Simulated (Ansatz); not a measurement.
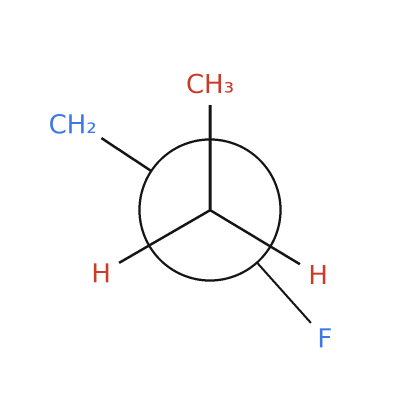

A Newman projection along the Ge–C bond, germanium in front; angles are drawn as computed, but eclipsed bonds slightly apart. The computed structure is the end point of a PBE-D4/def2-SVP optimisation. No frequency run is at hand to confirm it as a minimum.

Which molecule is it?

Answer. C3H7FGe, C=[C](F)[GeH2][CH3]

What is the torsion angle from the front CH3 to the back F? The sign is positive where the front bond must turn clockwise to cover the back bond.

Answer. 122°, anticlinal.
